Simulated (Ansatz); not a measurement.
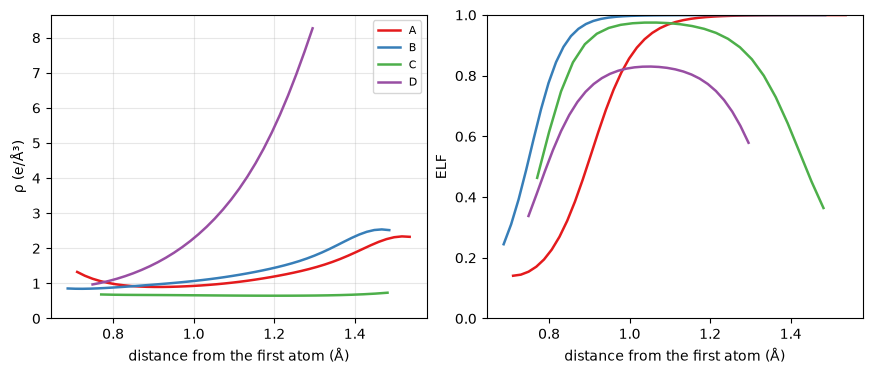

*F2GeH4Si. Total electron density and electron localisation function along straight lines between neighbouring atoms. The curves leave out the atomic cores.*

Geometry: PBE0-D3(BJ)/def2-SVP.

These are results of Ansatz, isolated molecule in a Gaussian basis; Kohn-Sham density functional theory, functional PBE0, not measurements.

```
atom    x (Å)    y (Å)    z (Å)
   F  -3.2760  -0.4121   0.2296
   F  -0.8445  -0.9702  -0.5085
  Ge  -1.3978   2.2400  -0.1733
  Si  -2.0792   0.0467  -0.7598
   H  -2.5477  -0.1476  -2.1563
   H  -0.2349   2.6822  -1.0774
   H  -2.5726   3.2155  -0.3555
   H  -0.9395   2.2632   1.2930
```

Question: Which curve belongs to which contact (Ge–H, Si–F, Si–Ge and Si–H)? The first atom named is at distance zero.

Answer: Curve A: Ge–H (1.54 Å): ρ at the midpoint is about 1.1 e/Å³; the ELF climbs to about 1 towards the hydrogen. Curve B: Si–H (1.49 Å): the density is about 0.85 e/Å³ at the midpoint; the ELF climbs to about 1 towards the hydrogen. Curve C: Si–Ge (2.37 Å): ρ is about 0.65 e/Å³ halfway; the ELF peaks at about 1 between the atoms; localised, covalent bonding. Curve D: Si–F (1.62 Å): the density is about 1.1 e/Å³ at the midpoint; the ELF peaks at about 0.85 in the valence shell of F, 0.6 Å from its nucleus, and is about 0.55 at the midpoint.
